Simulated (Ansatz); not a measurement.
The starting structures come from a database of crystals and need not be the phases stable at ambient conditions.

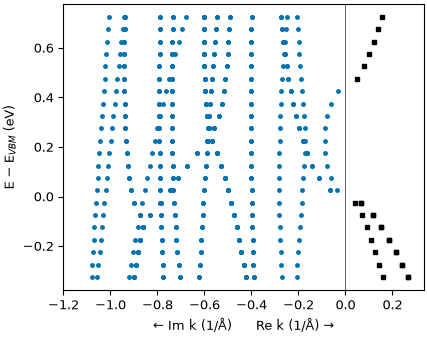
Figure. Complex bands at the centre of the two-dimensional zone; PBEsol in Ansatz (a program for electronic structure)

The gap is the functional's own, uncorrected, and κ follows it; spin-orbit coupling is left out. Mid-gap values are interpolated between the computed energies.

This is Sc2ZnS4 (Fd-3m, spinel, not sure to be the ambient phase, 14 atoms a cell, 20.7 Å³ an atom, -3 GPa at this level) along the normal of (001). Read off the slowest decay at the centre of the two-dimensional zone at 0.23 eV, the computed energy nearest the middle of the gap.

κ ≈ 0.09 1/Å, a decay length 1/(2κ) of the density of 5.6 Å.
